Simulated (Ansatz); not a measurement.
A series of calculations on Si₂PH₇

### Relaxation

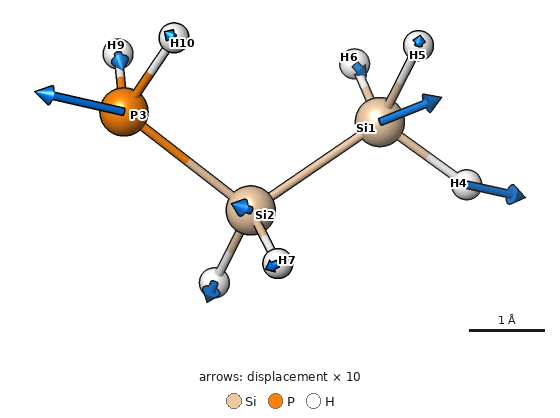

This is a relaxation of Si2PH7. The starting structure is drawn; blue arrows show the displacements, 10 times their true length. The two geometries are superimposed by the best rigid fit.

The picture is a ball-and-stick view, seen at a tilt.

The run prepares an end point of a later path (inversion) calculation, from a guessed geometry.

Level of theory: Ansatz, RKS B3LYP-D4/def2-SVPD. (no spin polarisation; force threshold 0.015 eV/Å; at most 40 steps)

> Which element moves most?

Phosphorus: up to 0.13 Å, against 0.10 Å for hydrogen.

> Describe the change and its energy.

The atom that moves furthest after the best rigid fit is the P atom (0.13 Å). By element the largest moves are P 0.13 Å, H 0.10 Å, Si 0.09 Å. Some distances before and after: Si–Si 2.235 → 2.350 Å, P–Si 2.198 → 2.287 Å, H–Si 1.450 → 1.493 Å, H–Si 1.522 → 1.492 Å. Bond angles that change, for instance: Si–P–H 100.4° → 94.6°, H–Si–H 104.5° → 108.7°, Si–Si–H 113.1° → 109.3°. Over 5 geometry steps the energy falls by 21.5 kJ/mol. Largest force component: 1.8 eV/Å at the start, 0.005 eV/Å at the end. Cost: 13 s on 2 threads of Intel(R) Xeon(R) 6975P-C (Granite Rapids), on a shared host, peak memory 0.32 GiB.

### Relaxation

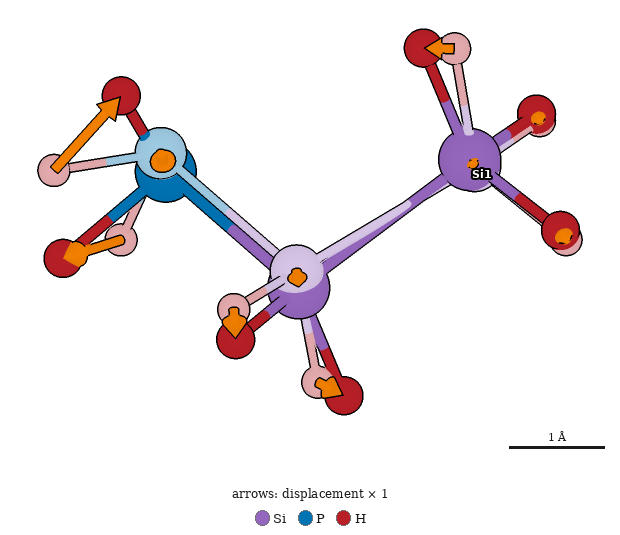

A relaxation of Si2PH7. The starting structure is drawn faded, the final one solid; orange arrows show the displacements, at their true length. The two geometries are superimposed by the best rigid fit.

The picture is a ball-and-stick view, seen at a tilt.

The run prepares an end point of a later path (inversion) calculation, from a guessed geometry.

Theory: Ansatz 0.2.0, RKS B3LYP-D4/def2-SVPD.

Input file:
```yaml
crystal:
  periodic: [false, false, false]
  atoms:
    - { symbol: Si, position_ang: [-1.1683, 0.6333, -0.6357] }
    - { symbol: Si, position_ang: [0.2197, -1.043, -0.1253] }
    - { symbol: P, position_ang: [1.8428, -0.3437, 1.1822] }
    - { symbol: H, position_ang: [-2.243, 0.2148, -1.5336] }
    - { symbol: H, position_ang: [-0.4867, 1.764, -1.3655] }
    - { symbol: H, position_ang: [-1.8172, 1.2635, 0.5884] }
    - { symbol: H, position_ang: [0.8676, -1.6018, -1.3502] }
    - { symbol: H, position_ang: [-0.4542, -2.1124, 0.5843] }
    - { symbol: H, position_ang: [1.83634, -1.37998, 2.18217] }
    - { symbol: H, position_ang: [2.94909, -0.85165, 0.48163] }
basis:
  gaussian: { orbitals: def2-SVPD }
hamiltonian:
  xc: b3lyp
  dispersion: d4
relax:
  f_tol: 0.015
  max_steps: 40
```

Launched with:
```bash
ansatz run input.yaml --threads 2 --pin off --max-ram 3072MiB --backend cpu --events-out ev --progress --plain --runs-dir out
```

### Atoms of which element are displaced furthest, and by how much?

Hydrogen: up to 1.07 Å, against 0.43 Å for phosphorus.

### What happened in the run?

The atom that moves furthest after the best rigid fit is H10 (1.07 Å). By element the largest moves are H 1.07 Å, P 0.43 Å, Si 0.24 Å. Near-neighbour distances that change, for instance: Si1–Si2 2.235 → 2.352 Å, Si2–P3 2.198 → 2.286 Å, Si2–H8 1.450 → 1.493 Å, Si1–H6 1.522 → 1.491 Å. Among the angles between lasting bonds that change: P3–Si2–H7 106.6° → 112.9°, Si2–P3–H10 99.8° → 94.3°, Si2–P3–H9 100.4° → 95.1°. Groups turn about Si2–P3 by about 60°. Over 12 accepted moves (16 points after the start) the energy falls by 0.322 eV. Largest force component: 1.9 eV/Å at the start, 0.0097 eV/Å at the end. The line search rejected the trial steps at points 4, 10, 12, 15 of the run. The forces were under the threshold at step 13, but the run went on from there. Cost: 34 s on 2 threads of Intel(R) Xeon(R) 6975P-C (Granite Rapids) (shared host), peak memory 0.32 GiB.

### Path

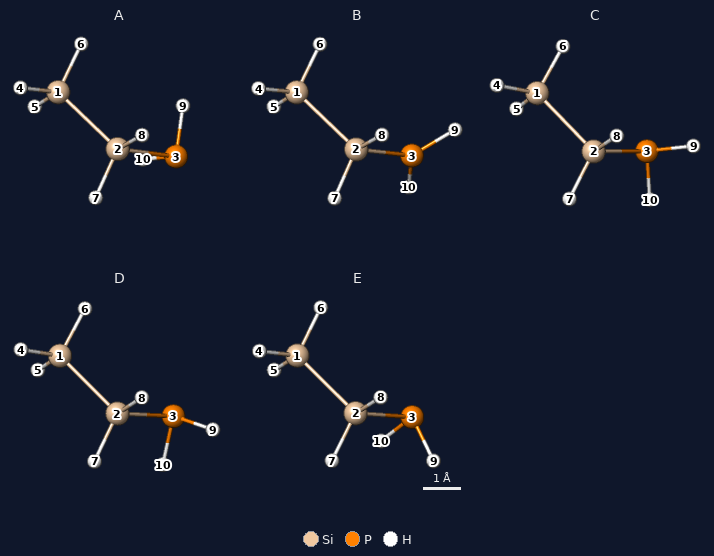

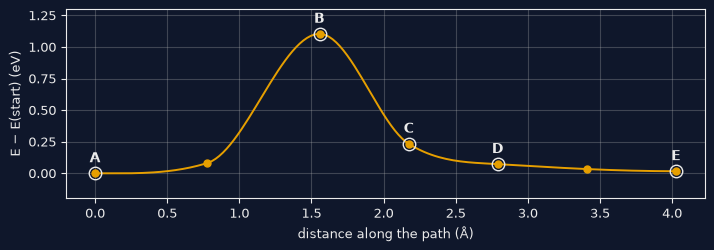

A search for the minimum-energy path of Si$_{2}$PH$_{7}$ by the nudged elastic band. Images are numbered from 0 (start) to 6 (end). Frames A to E are images 0, 2, 3, 4, 6. Style: ball-and-stick. Shown from a free direction.

Method: RKS B3LYP-D4/def2-SVPD (Ansatz 0.2.0). Run with 5 movable images; climbing image; force threshold 0.05 eV/Å; iteration limit 60; starting path through a guess of the saddle point.

**Describe the mechanism and the energy profile.**

The motion is an umbrella inversion at P3. No bond forms or breaks between the ends. Among the angles between lasting bonds that change up to the highest image: Si2–P3–H9 94.6° → 123.6°, H9–P3–H10 93.6° → 112.6°. Forward barrier 1.10 eV, backward barrier 1.09 eV, with image 2 at the top; the reaction energy is +0.02 eV. The band converged in 20 iterations. The largest component of the band force went from 20 to 0.03 eV/Å. The climbing image converged on the top of the path. Its vibrational analysis gives 2 imaginary modes over 30i cm⁻¹, so it isn't confirmed as a transition state.
